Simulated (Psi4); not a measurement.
# GaNH3 (SMILES [NH2][GaH]) at UHF/def2-TZVP

What is the vertical ionisation energy of GaNH3 at UHF/def2-TZVP? 

Program for the calculation: Psi4 1.11.

1 further run of the same task is left out (set aside as unsound or not needed).

**1. The structure to begin with**

GaNH3: 5 atoms, total charge 0, spin state doublet. SMILES: `[NH2][GaH]`. The coordinates come from a PBE0-D4/def2-TZVP relaxation. This is one conformer, not always the lowest.

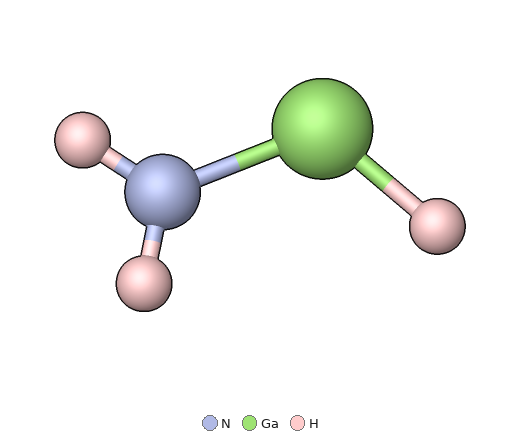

Viewed from a chosen angle; nitrogen light blue, gallium green, hydrogen pink.

**2. Energy and forces at UHF/def2-TZVP**

Contents of gah3n.xyz:

```xyz
5
GaH3N
N     -0.211900    -0.684000     0.064700
Ga     0.815500     0.782900     0.417000
H     -0.946800    -0.701300    -0.625100
H     -0.115200    -1.569300     0.532000
H      0.508200     2.097900    -0.430100
```

Contents of run.py:

```python
import psi4

psi4.set_memory(1600000000)
psi4.set_num_threads(1)
psi4.set_output_file('run.log', False)

with open('gah3n.xyz') as f:
    atoms = ''.join(f.readlines()[2:])
m = psi4.geometry('0 2\n' + atoms + 'symmetry c1')

psi4.set_options({
    'basis': 'def2-TZVP',
    'reference': 'uhf',
    'puream': True,
    'e_convergence': 1e-09,
    'd_convergence': 1e-08,
    'scf_type': 'pk',
    'maxiter': 200,
})

e, wfn = psi4.gradient('scf', return_wfn=True)
psi4.oeprop(wfn, 'QUADRUPOLE', 'DIPOLE', 'WIBERG_LOWDIN_INDICES', title='SCF')
print('gradient / Eh bohr^-1')
print(e.np.round(6))
print(f'energy = {wfn.energy():.10f} Eh')
for k, v in sorted(psi4.core.scalar_variables().items()):
    print(f'{k:45s} {v:18.10f}')
```

Run with:

```bash
$ python run.py
```

run.log:

```text
[...]
  Running in c1 symmetry.
[...]
  Nuclear repulsion =   95.419926874908640
[...]
  Multiplicity = 2
[...]
  Nalpha       = 21
  Nbeta        = 20
[...]
    Number of basis functions: 97
[...]
   @UHF iter   1: -1977.82983055121440   -2.97228e+00   3.04336e-02 ADIIS/DIIS
[...]
   @UHF iter  16: -1979.45104838716156   -3.41061e-12   4.34961e-09 DIIS
[...]
   @S^2 Observed:                7.568445865E-01
[...]
    Orbital Energies [Eh]
    ---------------------
    Alpha Occupied:
       1A   -378.804581     2A    -48.156026     3A    -42.484211
       4A    -42.483295     5A    -42.481006     6A    -15.528072
       7A     -6.386565     8A     -4.480291     9A     -4.478729
      10A     -4.473244    11A     -1.200811    12A     -1.190101
      13A     -1.190035    14A     -1.187609    15A     -1.183783
      16A     -1.090366    17A     -0.639561    18A     -0.609119
      19A     -0.476836    20A     -0.391121    21A     -0.303058
    Alpha Virtual:
      22A      0.058121    23A      0.114634    24A      0.171062
      25A      0.196181    26A      0.212127    27A      0.277450
[...]
  @UHF Final Energy: -1979.45104838716156
   => Energetics <=
    Nuclear Repulsion Energy =             95.4199268749086400
    One-Electron Energy =               -2951.7071348753115672
    Two-Electron Energy =                 876.8361596132416480
    Total Energy =                      -1979.4510483871613360
  UHF NO Occupations:
  HONO-2 :   19  A 1.9994337
  HONO-1 :   20  A 1.9974908
[...]
  -Total Gradient:
     Atom            X                  Y                   Z
    ------   -----------------  -----------------  -----------------
       1        0.006936013223     0.009587067325     0.002513285225
       2       -0.000206598645    -0.000823663419     0.000132173118
       3       -0.008788065487     0.001067386861    -0.008800667794
       4        0.002226734640    -0.009816921458     0.006292639177
       5       -0.000168083729    -0.000013869259    -0.000137429727
[...]
 Multipole Moments:
 ------------------------------------------------------------------------------------
     Multipole            Electronic (a.u.)      Nuclear  (a.u.)        Total (a.u.)
 ------------------------------------------------------------------------------------
 L = 1.  Multiply by 2.5417464519 to convert [e a0] to [Debye]
 Dipole X            :          3.4690722           -3.5661113           -0.0970391
 Dipole Y            :          3.0537140           -3.3622894           -0.3085755
 Dipole Z            :          1.9926385           -1.9542468            0.0383917
 Magnitude           :                                                    0.3257443
 L = 2.  Multiply by 1.3450342976 to convert [e a0^2] to [Debye ang]
 Quadrupole XX       :        -49.6457296           32.1696458          -17.4760838
 Quadrupole XY       :        -41.9759013           42.3274028            0.3515015
[...]
```

Standard output:

```text
gradient / Eh bohr^-1
[[ 6.936e-03  9.587e-03  2.513e-03]
 [-2.070e-04 -8.240e-04  1.320e-04]
 [-8.788e-03  1.067e-03 -8.801e-03]
 [ 2.227e-03 -9.817e-03  6.293e-03]
 [-1.680e-04 -1.400e-05 -1.370e-04]]
energy = -1979.4510483872 Eh
CURRENT ENERGY                                  -1979.4510483872
CURRENT REFERENCE ENERGY                        -1979.4510483872
DD SOLVATION ENERGY                                 0.0000000000
HF KINETIC ENERGY                                1979.3486611650
HF POTENTIAL ENERGY                             -3958.7997095522
HF TOTAL ENERGY                                 -1979.4510483872
HF VIRIAL RATIO                                     2.0000517277
NUCLEAR REPULSION ENERGY                           95.4199268749
ONE-ELECTRON ENERGY                             -2951.7071348753
PCM POLARIZATION ENERGY                             0.0000000000
PE ENERGY                                           0.0000000000
SCF ITERATION ENERGY                            -1979.4510483872
SCF ITERATIONS                                     16.0000000000
SCF TOTAL ENERGY                                -1979.4510483872
TWO-ELECTRON ENERGY                               876.8361596132
```

It took 14 s on 1 thread of Intel Xeon Platinum 8259CL at 2.50GHz (Skylake/Cascade Lake), shared host; peak memory 0.39 GiB.

**3. The singlet cation: the energy at HF/def2-TZVP**

Contents of input.json:

```json
{
 "schema_name": "qcschema_input",
 "schema_version": 1,
 "molecule": {
  "schema_name": "qcschema_molecule",
  "schema_version": 2,
  "symbols": ["N", "Ga", "H", "H", "H"],
  "geometry": [-0.40043297, -1.29257267, 0.12226528, 1.54107165, 1.47946658, 0.78801579, -1.78919269, -1.32526493, -1.1812678, -0.21769645, -2.96554721, 1.0053343, 0.96035882, 3.96445644, -0.81277121],
  "molecular_charge": 1,
  "molecular_multiplicity": 1,
  "fix_symmetry": "c1"
 },
 "driver": "energy",
 "model": {
  "method": "hf",
  "basis": "def2-TZVP"
 },
 "keywords": {
  "puream": true,
  "e_convergence": 1e-09,
  "d_convergence": 1e-08,
  "scf_type": "pk",
  "scf_properties": ["QUADRUPOLE", "MULLIKEN_CHARGES", "WIBERG_LOWDIN_INDICES"]
 }
}
```

Run with:

```bash
$ psi4 --qcschema input.json -n 1 --memory 1600MB
```

stdout:

```text
[...]
  Running in c1 symmetry.
[...]
  Nuclear repulsion =   95.419926978700360
[...]
  Multiplicity = 1
[...]
  Nalpha       = 20
  Nbeta        = 20
[...]
    Number of basis functions: 97
[...]
   @RHF iter   1: -1977.78683400244449   -2.92928e+00   2.93081e-02 DIIS/ADIIS
[...]
   @RHF iter  12: -1979.16984120948632   -6.59384e-12   4.35419e-09 DIIS
[...]
    Orbital Energies [Eh]
    ---------------------
    Doubly Occupied:
       1A   -379.115009     2A    -48.464644     3A    -42.793364
       4A    -42.792728     5A    -42.789304     6A    -15.754824
       7A     -6.692797     8A     -4.786405     9A     -4.786361
      10A     -4.779401    11A     -1.500741    12A     -1.500055
      13A     -1.498798    14A     -1.491070    15A     -1.489525
      16A     -1.310565    17A     -0.851825    18A     -0.826749
      19A     -0.699578    20A     -0.609634
[...]
  @RHF Final Energy: -1979.16984120948632
   => Energetics <=
    Nuclear Repulsion Energy =             95.4199269787003601
    One-Electron Energy =               -2940.1127853086918549
    Two-Electron Energy =                 865.5230171205049601
    Total Energy =                      -1979.1698412094865489
[...]
 Multipole Moments:
 ------------------------------------------------------------------------------------
     Multipole            Electronic (a.u.)      Nuclear  (a.u.)        Total (a.u.)
 ------------------------------------------------------------------------------------
 L = 1.  Multiply by 2.5417464519 to convert [e a0] to [Debye]
 Dipole X            :          4.1398378           -3.5661113            0.5737265
 Dipole Y            :          3.4436368           -3.3622894            0.0813474
 Dipole Z            :          2.4633191           -1.9542468            0.5090724
 Magnitude           :                                                    0.7713198
 L = 2.  Multiply by 1.3450342976 to convert [e a0^2] to [Debye ang]
 Quadrupole XX       :        -44.1178230           32.1696456          -11.9481773
 Quadrupole XY       :        -40.9350257           42.3274027            1.3923770
[...]
  Mulliken Charges: (a.u.)
   Center  Symbol    Alpha    Beta     Spin     Total
       1     N     3.84960  3.84960  0.00000 -0.69920
       2    GA    15.02392 15.02392  0.00000  0.95217
       3     H     0.33849  0.33849  0.00000  0.32302
       4     H     0.34955  0.34955  0.00000  0.30090
       5     H     0.43844  0.43844  0.00000  0.12311
   Total alpha = 20.00000, Total beta = 20.00000, Total charge =  1.00000
  Wiberg Bond Indices using Orthogonal Lowdin Orbitals:
[...]
```

The result, in JSON:

```text
{
 "driver": "energy",
 "model": {
  "method": "hf",
  "basis": "def2-TZVP"
 },
 "success": true,
 "return_result": -1979.1698412094863,
 "properties": {
  "calcinfo_nbasis": 97,
  "calcinfo_nmo": 97,
  "calcinfo_nalpha": 20,
  "calcinfo_nbeta": 20,
  "calcinfo_natom": 5,
  "nuclear_repulsion_energy": 95.41992697870036,
  "return_energy": -1979.1698412094863,
  "scf_one_electron_energy": -2940.112785308692,
  "scf_two_electron_energy": 865.523017120505,
  "scf_dipole_moment": [0.5737265159549407, 0.081347423980632, 0.5090723798910677],
  "scf_total_energy": -1979.1698412094863,
  "scf_iterations": 12
 }
}
```

Run time: 4.8 s. Hardware: 1 thread of Intel Xeon Platinum 8259CL at 2.50GHz (Skylake/Cascade Lake), shared host; peak memory 0.39 GiB.

**4. Outcome**

At UHF/def2-TZVP:

```
                                          quantity           value
                       doublet GaNH3: total energy  -1979.45105 Eh
                      doublet GaNH3: dipole moment          0.83 D
 doublet GaNH3: HOMO energy (highest over α and β)        -8.25 eV
  doublet GaNH3: LUMO energy (lowest over α and β)         1.24 eV
                               doublet GaNH3: ⟨S²⟩           0.757
           doublet GaNH3: largest force on an atom      0.642 eV/Å
                      singlet cation: total energy  -1979.16984 Eh
                       singlet cation: HOMO energy       -16.59 eV
                       singlet cation: LUMO energy        -7.05 eV
                     singlet cation: HOMO–LUMO gap         9.54 eV
vertical ionisation energy (to the singlet cation)        7.652 eV
```

Removing an electron at fixed nuclei costs 7.65 eV (738 kJ/mol). The largest force (doublet GaNH3) is 0.64 eV/Å: the shape isn't a stationary point for this species at this level. Only the singlet of the ionised species was computed; a triplet could lie lower. Mulliken charges (singlet cation) run from -0.70 on N1 to +0.95 on Ga2.
